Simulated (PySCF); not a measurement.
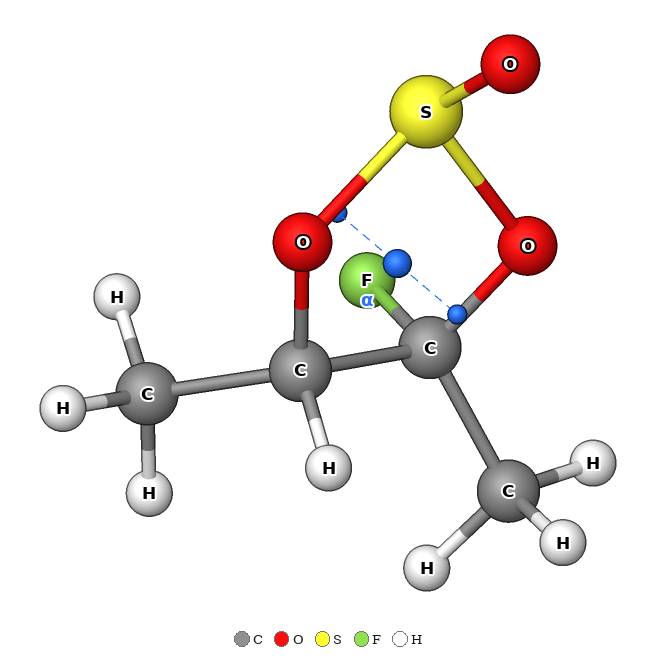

The small points mark where nucleus-independent chemical shifts (NICS) were computed: at the centre of each lettered ring and 1 Å above and below it. Computed geometry: GFN2-xTB optimisation. No frequency run is at hand to confirm it as a minimum. Method: GIAO PBE0/pcSseg-1 NMR shielding, non-relativistic, gas phase (PySCF 2.14.0).

Give NICS(0), NICS(1) and the out-of-plane component NICS(1)zz for each ring (means of the two sides).

```tsv
ring	members	NICS(0)	NICS(1)	NICS(1)zz
α	C2O2S	−7.9	−3.3	−4.7
```

Values in ppm.

> What do the values say about the ring currents?

Ring α: weak, as in a non-aromatic ring. NICS is one index among several.
